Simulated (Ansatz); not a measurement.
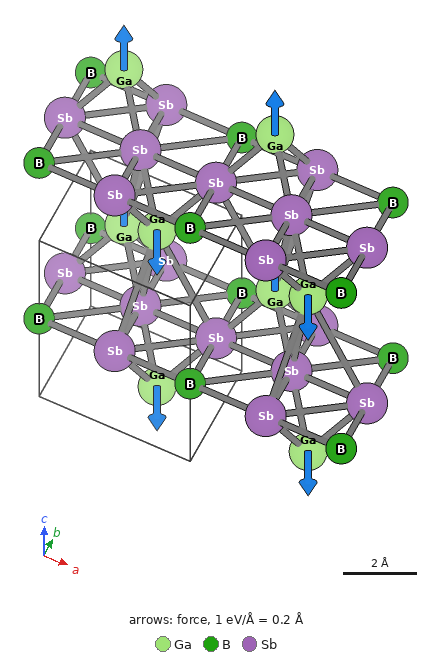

Starting geometry of a crystal of Ga$_{2}$BSb$_{3}$ (a generated structure, set up in P-3m1) (coarse preliminary run) with the computed forces as blue arrows. Style: ball-and-stick. Shown: the cell of the calculation, repeated 2 × 1 × 2 with one cell outlined, from a free direction.

Method: Ansatz, DFT PBE, scalar-relativistic, plane waves, PAW.

The input:
```yaml
crystal:
  lattice:
    - [5.83067519, 0.0, 0.0]
    - [-2.91533759, 5.04951283, 0.0]
    - [0.0, 0.0, 4.80487416]
  atoms:
    - { symbol: Ga, position: [0.33333333, 0.66666667, 0.85175628] }
    - { symbol: Ga, position: [0.66666667, 0.33333333, 0.14824372] }
    - { symbol: B, position: [0.0, 0.0, 0.5] }
    - { symbol: Sb, position: [0.5, 0.0, 0.5] }
    - { symbol: Sb, position: [0.0, 0.5, 0.5] }
    - { symbol: Sb, position: [0.5, 0.5, 0.5] }
basis:
  ecutwfc: 420
kpoints:
  mp_grid: { grid: [3, 3, 4] }
hamiltonian:
  xc: pbe
scf:
  occupations: { method: gaussian, width: 0.1 }
  lower_state_search: "off"
output:
  forces: true
  stress: true
  eigenvalues: true
relax:
  adjacent_minimum: "off"
  f_tol: 0.04
  max_steps: 70
  cell: { stress_tol: 0.4 }
```

Run as
```bash
ansatz run input.yaml --threads 1 --pin off --max-ram 2560MiB --backend cpu --events-out ev --progress --plain --runs-dir out
```

### What follows when this structure is relaxed?

It isn't relaxed: the largest force vector, on Ga atoms, is 6.96 eV/Å. The atoms end up moving mostly along the starting forces (cosine between the two patterns 1.00). The largest moves relative to the cell, 0.81 Å, are those of Ga1 and Ga2. Ga2 goes along −c. Sb and B stay in place. Cell: a = b 5.831 → 6.000 Å (+2.9 %), c 4.805 → 5.496 Å (+14.4 %). Volume +21.1 %. Among the contacts that change: Ga1–Sb4 2.385 → 3.247 Å, Ga1–Sb4 (another image) 3.540 → 3.250 Å, B3–Sb4 2.915 → 3.000 Å, Sb4–Sb5 2.915 → 3.000 Å. Bond angles that change, for instance: Sb4–Ga2–Sb5 75.3° → 55.0°, Ga1–Sb6–Sb4 127.7° → 117.5°. The space group (tolerance 0.01 Å) goes from P-3m1 (No. 164) to P6/mmm (No. 191). After 6 accepted moves (8 points after the start) the energy has fallen by 780 meV per atom. Largest force component: 7 eV/Å at the start, 0.00086 eV/Å at the end. The pressure goes from 22.97 to 0.07 GPa. At 2 points the geometry stayed and the basis and grid were re-selected for the new cell (energy shift of 3.1 meV per atom at most each time).
